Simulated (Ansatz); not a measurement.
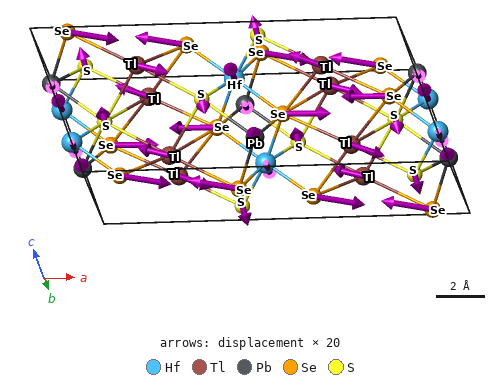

This is a relaxation of crystalline HfTl2PbSe2S2 (a generated structure, set up in C2/c). The starting structure is drawn; purple arrows show the displacements, magnified 20 times.

A ball-and-stick model of the conventional cell (2 times the calculation's cell), seen from a free direction. Lengths and directions refer to the drawn axes.

Level of theory: Ansatz, DFT, PBE, plane-wave PAW, default files, scalar-relativistic. (plane-wave cutoff 420 eV; k-point mesh 4 × 4 × 5; occupations fermi dirac; smearing width 0.02 eV; no spin polarisation; atoms relaxed in a fixed cell; force threshold 0.02 eV/Å; at most 60 steps)

What did the optimiser do to the structure, and how much energy did it gain?

The largest moves, 0.11 Å, are those of Se atoms. By element the largest moves are Se 0.11 Å, Hf 0.10 Å, Tl 0.08 Å, Pb 0.05 Å, S 0.04 Å. The lattice vectors keep their values. Near-neighbour distances that change, for instance: Hf–Se 2.610 → 2.736 Å, Hf–Se 2.571 → 2.667 Å, Se–Tl 3.246 → 3.151 Å, S–Tl 3.330 → 3.268 Å. Among the angles between lasting bonds that change: Hf–Se–Tl 164.1° → 168.9°, Se–Hf–Se 92.8° → 88.9°, Se–Tl–Se 110.5° → 106.8°. The space group stays C2/c (No. 15). After 4 geometry steps the energy has fallen by 28.7 meV per atom. Largest force component: 1.3 eV/Å at the start, 0.014 eV/Å at the end. The run took 6.3 min on 1 thread of Arm Neoverse V2, with other jobs on the host, peak memory 1.6 GiB.
